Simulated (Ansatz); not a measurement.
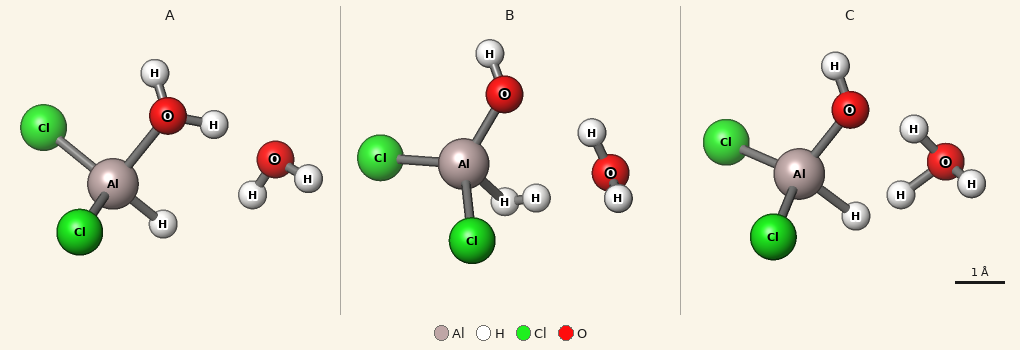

Three geometries of AlH₅O₂Cl₂: a saddle point and the two minima that it joins, in shuffled order. A ball-and-stick model, seen face on. Sticks join atoms that are closer than about 1.2 times the sum of their covalent radii (a little more with hydrogen).

Stationary points at PBE0-D4/def2-TZVP, single-point energies with CCSD(T)/CBS (def2-TZVPP where no basis is named; Ansatz 0.2.0). The energies are electronic, without zero-point or thermal terms, and both ends are the minima reached downhill from the saddle, with any fragments still in contact. CCSD(T)/CBS stands for a frozen-core estimate: MP2 correlation extrapolated from def2-TZVPP and def2-QZVPP, CCSD(T) minus MP2 from the smaller set.

Question: Which frame is the transition state, what reaction does it lead through, and what barrier is to be expected?

Answer: Frame C is the saddle point. Counted by bonded pieces, A holds AlH₃Cl₂O + H₂O and B holds AlHCl₂O + H₂ + H₂O. From A over the saddle to B, bonds form: H–H (1.95 → 1.05 → 0.77 Å), H–O (1.60 → 1.06 → 0.97 Å). Bonds break: Al–H (1.60 → 1.71 → 2.03 Å), H–O (1.00 → 1.43 → 1.97 Å), H–O (0.97 → 1.19 → 2.04 Å). The saddle has one imaginary mode, 700i cm⁻¹. With CCSD(T)/CBS the barrier is 14.9 kcal/mol from A and 12.9 kcal/mol from B, and B lies 2.0 kcal/mol above A.
